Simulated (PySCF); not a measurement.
**What a change does: NMR shielding calculation on C₈H₁₀N₂Si**

System: C₈H₁₀N₂Si, SMILES [SiH3]Cc1cn2ccccc2n1.
Method of run A: GIAO PBE0/pcSseg-1 NMR shielding, non-relativistic, IEF-PCM acetone (PySCF 2.14.0).

The geometry comes from this level: PBE0-D3(BJ)/def2-SVP. Text and figures count atoms from 1; the logs count them from 0 in places.

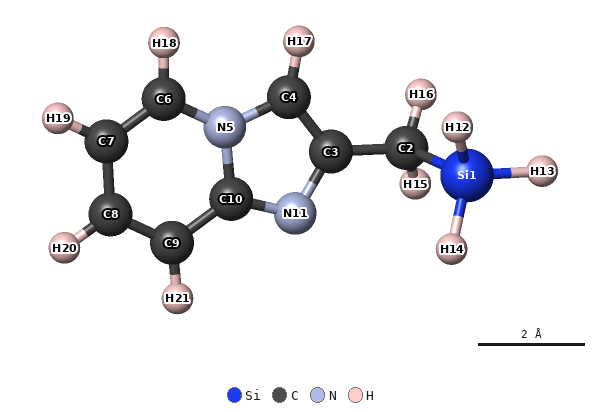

Fig. 1: The structure as given in the input (ball-and-stick view, seen at a tilt; atoms are numbered from 1 in the order of the input).

**Input, run A**
```
{"job": {"kind": "nmr", "xc": "PBE0", "basis": "pcSseg-1", "solvent": "acetone", "pop": true}, "charge": 0, "multiplicity": 1}
Si     3.604809     0.513273     0.892209
C      2.611208    -0.580141    -0.295831
C      1.151549    -0.298059    -0.218302
C      0.404751     0.536706    -1.037133
N     -0.872097     0.500840    -0.536138
C     -2.019650     1.118236    -0.944190
C     -3.179806     0.903778    -0.254754
C     -3.192728     0.043975     0.876351
C     -2.038291    -0.577590     1.284341
C     -0.838265    -0.355610     0.573392
N      0.381733    -0.832099     0.764516
H      3.404788     1.951878     0.534014
H      5.063776     0.194858     0.781559
H      3.164697     0.296751     2.300907
H      2.791865    -1.631286    -0.020835
H      2.993888    -0.427966    -1.317025
H      0.668499     1.129363    -1.908841
H     -1.942136     1.764753    -1.819312
H     -4.091533     1.401564    -0.586789
H     -4.125854    -0.119641     1.418744
H     -2.002833    -1.245242     2.145837
```

The first line tells a small driver script what to run in PySCF; the rest is the geometry in Å.

Launched with:
```bash
OMP_NUM_THREADS=1 python <driver script> task.json out
```

Hardware: 1 CPU thread, shared host.

**Output (run A)**
```
coarse grid: 18640 points
cycle   1  E = -709.0754075103  dE =  1.955e+00  |g| = 4.979e-01  |ddm| = 4.502e+00
cycle   2  E = -709.0114674945  dE =  6.394e-02  |g| = 7.486e-01  |ddm| = 1.180e+00
cycle   3  E = -709.1350999792  dE = -1.236e-01  |g| = 1.111e-01  |ddm| = 6.974e-01
cycle   4  E = -709.1376556862  dE = -2.556e-03  |g| = 3.987e-02  |ddm| = 1.165e-01
cycle   5  E = -709.1380071357  dE = -3.514e-04  |g| = 1.152e-02  |ddm| = 4.255e-02
cycle   6  E = -709.1380382762  dE = -3.114e-05  |g| = 3.116e-03  |ddm| = 1.396e-02
cycle   7  E = -709.1380405392  dE = -2.263e-06  |g| = 1.056e-03  |ddm| = 3.498e-03
final grid: 177296 points
cycle   8  E = -709.1996926151  dE = -4.518e-05  |g| = 7.103e-03  |ddm| = 4.606e-02
cycle   9  E = -709.1996923168  dE =  2.983e-07  |g| = 7.452e-03  |ddm| = 1.502e-02
cycle  10  E = -709.1997056387  dE = -1.332e-05  |g| = 1.131e-03  |ddm| = 7.264e-03
cycle  11  E = -709.1997059256  dE = -2.869e-07  |g| = 2.577e-04  |ddm| = 1.077e-03
cycle  12  E = -709.1997059394  dE = -1.382e-08  |g| = 9.531e-05  |ddm| = 2.873e-04
cycle  13  E = -709.1997059415  dE = -2.019e-09  |g| = 2.460e-05  |ddm| = 9.570e-05
cycle  14  E = -709.1997059416  dE = -1.262e-10  |g| = 7.683e-06  |ddm| = 2.462e-05
converged SCF energy = -709.1997059416

GIAO shielding tensors (ppm)
atom      isotropic    diamagn.    paramagn.     s11        s22        s33       span
  0 Si     410.343     877.852    -467.508    373.077    394.325    463.629     90.552
  1 C      171.976     248.900     -76.924    158.608    162.330    194.990     36.382
  2 C       32.850     266.012    -233.162    -40.380     15.934    122.997    163.377
  3 C       71.562     253.843    -182.282      6.122     82.149    126.414    120.292
  4 N       26.353     338.710    -312.357    -60.623    -43.023    182.707    243.330
  5 C       53.355     247.536    -194.181    -35.154     51.234    143.984    179.138
  6 C       66.781     257.760    -190.979    -38.009     61.236    177.117    215.127
  7 C       54.824     252.364    -197.540    -52.631     40.026    177.076    229.707
  8 C       62.916     252.006    -189.091    -32.208     54.548    166.407    198.616
  9 C       35.769     254.806    -219.037    -36.797     28.551    115.554    152.351
 10 N       -1.707     338.636    -340.343   -172.044    -50.952    217.875    389.919
 11 H       27.536      28.168      -0.632     23.849     26.676     32.085      8.236
 12 H       27.118      26.647       0.471     24.160     24.291     32.903      8.743
 13 H       27.306      28.194      -0.887     23.265     26.789     31.865      8.600
 14 H       28.709      29.151      -0.442     24.047     27.310     34.769     10.722
 15 H       28.750      29.041      -0.291     23.531     27.875     34.843     11.312
 16 H       23.522      34.503     -10.980     18.888     24.409     27.270      8.382
 17 H       22.783      29.712      -6.929     16.821     24.437     27.090     10.269
 18 H       24.115      28.334      -4.219     20.337     25.663     26.345      6.008
 19 H       23.758      28.198      -4.440     19.981     24.839     26.454      6.474
 20 H       23.577      30.264      -6.687     18.923     24.459     27.350      8.427
```

For run B the input was changed thus:
```diff
-"solvent": "acetone"
-"pop": true
+"solvent": "cyclohexane"
+"pop": false
```

Predict how the results change.

The total energy of run B is 4.4 kcal/mol higher: the change of the electrostatic solvation energy at this fixed geometry, without cavity or dispersion terms. The dipole moment goes from 4.56 to 3.67 D. Of all shieldings, the largest change is that of N11, by −10.6 ppm. The number of SCF iterations is the same.

**Output (run B)**
```
coarse grid: 18640 points
cycle   1  E = -709.0634318669  dE =  1.967e+00  |g| = 5.128e-01  |ddm| = 4.503e+00
cycle   2  E = -708.9768691937  dE =  8.656e-02  |g| = 8.181e-01  |ddm| = 1.348e+00
cycle   3  E = -709.1268575644  dE = -1.500e-01  |g| = 1.291e-01  |ddm| = 8.593e-01
cycle   4  E = -709.1304313486  dE = -3.574e-03  |g| = 4.333e-02  |ddm| = 1.405e-01
cycle   5  E = -709.1308473827  dE = -4.160e-04  |g| = 1.442e-02  |ddm| = 5.351e-02
cycle   6  E = -709.1308981464  dE = -5.076e-05  |g| = 4.109e-03  |ddm| = 1.829e-02
cycle   7  E = -709.1309021425  dE = -3.996e-06  |g| = 1.310e-03  |ddm| = 4.492e-03
final grid: 177296 points
cycle   8  E = -709.1926091764  dE = -4.413e-05  |g| = 7.307e-03  |ddm| = 4.576e-02
cycle   9  E = -709.1926066012  dE =  2.575e-06  |g| = 8.198e-03  |ddm| = 1.608e-02
cycle  10  E = -709.1926227360  dE = -1.613e-05  |g| = 1.418e-03  |ddm| = 8.410e-03
cycle  11  E = -709.1926232200  dE = -4.840e-07  |g| = 3.057e-04  |ddm| = 1.455e-03
cycle  12  E = -709.1926232412  dE = -2.117e-08  |g| = 1.149e-04  |ddm| = 3.554e-04
cycle  13  E = -709.1926232440  dE = -2.754e-09  |g| = 2.913e-05  |ddm| = 1.050e-04
cycle  14  E = -709.1926232441  dE = -1.532e-10  |g| = 1.344e-05  |ddm| = 3.268e-05
converged SCF energy = -709.1926232441

GIAO shielding tensors (ppm)
atom      isotropic    diamagn.    paramagn.     s11        s22        s33       span
  0 Si     411.096     877.917    -466.821    374.165    395.421    463.700     89.535
  1 C      171.622     249.087     -77.465    158.310    161.937    194.618     36.308
  2 C       32.355     265.572    -233.218    -40.662     14.700    123.026    163.688
  3 C       73.058     254.953    -181.896      8.221     85.536    125.415    117.194
  4 N       27.590     338.804    -311.213    -58.669    -40.923    182.363    241.032
  5 C       55.166     248.077    -192.911    -32.453     55.000    142.950    175.403
  6 C       67.531     257.825    -190.295    -37.111     63.742    175.962    213.073
  7 C       56.378     252.498    -196.120    -50.386     43.736    175.784    226.170
  8 C       61.457     251.870    -190.414    -34.666     53.115    165.921    200.588
  9 C       35.843     254.534    -218.691    -37.648     30.147    115.029    152.677
 10 N      -12.299     336.984    -349.283   -195.953    -58.416    217.473    413.426
 11 H       27.546      28.180      -0.634     23.850     26.711     32.077      8.228
 12 H       27.141      26.659       0.483     24.206     24.315     32.903      8.697
 13 H       27.181      28.018      -0.837     23.116     26.649     31.779      8.663
 14 H       28.669      29.237      -0.568     24.047     27.252     34.707     10.660
 15 H       28.997      29.390      -0.393     23.824     28.242     34.926     11.102
 16 H       23.810      34.819     -11.008     19.319     24.512     27.601      8.282
 17 H       23.069      30.069      -7.000     17.152     24.610     27.445     10.292
 18 H       24.360      28.446      -4.087     20.650     25.815     26.613      5.963
 19 H       23.981      28.297      -4.316     20.235     25.073     26.634      6.400
 20 H       23.616      30.330      -6.715     19.039     24.388     27.420      8.382
```

**The two runs side by side**

| quantity | run A | run B |
| --- | --- | --- |
| outcome | converged | converged |
| total energy (hartree) | −709.199706 | −709.192623 |
| HOMO (eV) | −6.18 | −6.14 |
| LUMO (eV) | −1.02 | −1.01 |
| dipole moment (D) | 4.56 | 3.67 |
| shielding of Si1 (ppm) | 410.3 | 411.1 |
| shielding of C4 (ppm) | 71.6 | 73.1 |
| shielding of N5 (ppm) | 26.4 | 27.6 |
| shielding of C6 (ppm) | 53.4 | 55.2 |
| shielding of C8 (ppm) | 54.8 | 56.4 |
| shielding of C9 (ppm) | 62.9 | 61.5 |
| shielding of N11 (ppm) | −1.7 | −12.3 |
| SCF iterations | 14 | 14 |
| basis functions | 244 | 244 |
| wall time (shared host) | 62 s | 59 s |
